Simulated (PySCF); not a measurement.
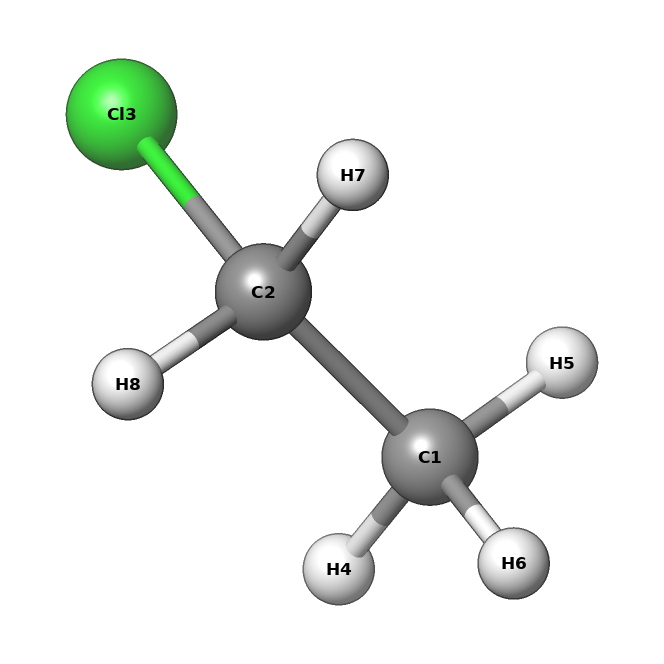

The geometry was computed by an optimisation with GFN2-xTB. No frequency run is at hand to confirm it as a minimum. Electric field gradients from the ground-state density, PBE0/pcSseg-1 (PySCF 2.14.0), non-relativistic apart from any core potentials.

Give the largest field-gradient component, the quadrupole coupling constant and the asymmetry for 35Cl at Cl3 (Q = −81.7 mb), 2H at H4 (Q = 2.86 mb), 2H at H6 (Q = 2.86 mb), 2H at H7 (Q = 2.86 mb).

```tsv
atom	V_zz (a.u.)	e²qQ/h (MHz)	η
Cl3	3.899	−74.9	0.01
H4	0.313	0.210	0.03
H6	0.314	0.211	0.03
H7	0.300	0.202	0.05
```
